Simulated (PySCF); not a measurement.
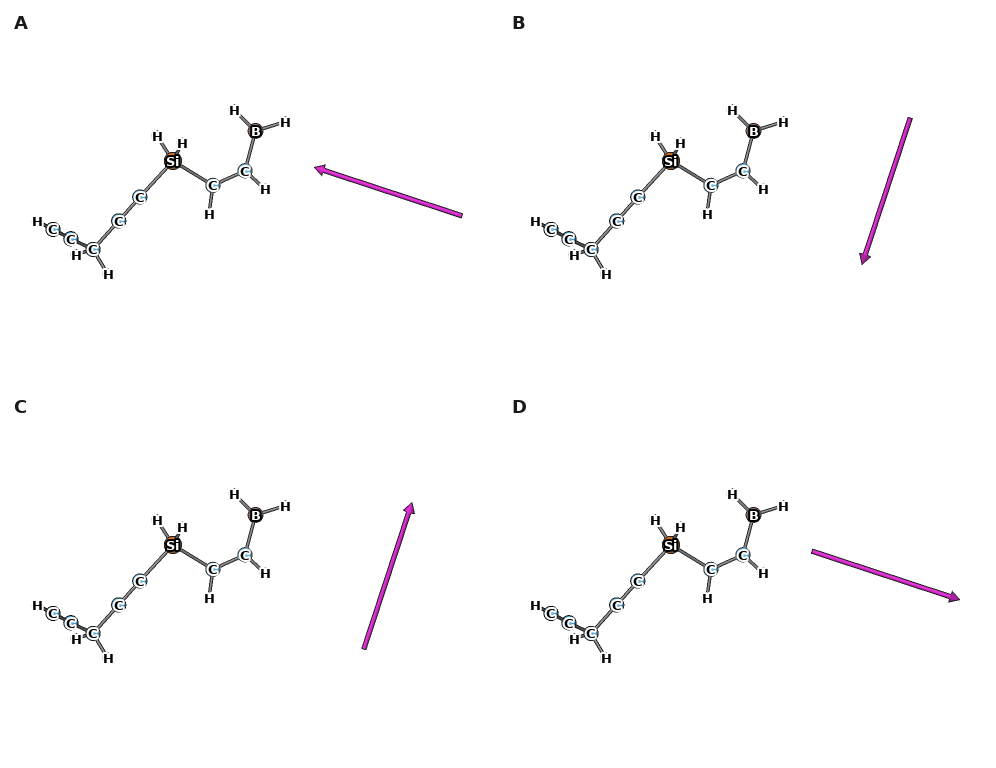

The same molecule four times, each with an arrow. The geometry was computed by an optimisation with GFN2-xTB. No frequency run is at hand to confirm it as a minimum. Level of theory: PBE0/pcSseg-1, gas phase (PySCF 2.14.0).

Which arrow points along the dipole moment, from the negative to the positive end?

Answer. B. The dipole moment is 1.69 D.

The geometry is semi-empirical. Around B, Si such bond lengths and angles can be off by a tenth of an ångström or more and by several degrees, and values that hang on the shape move with them.
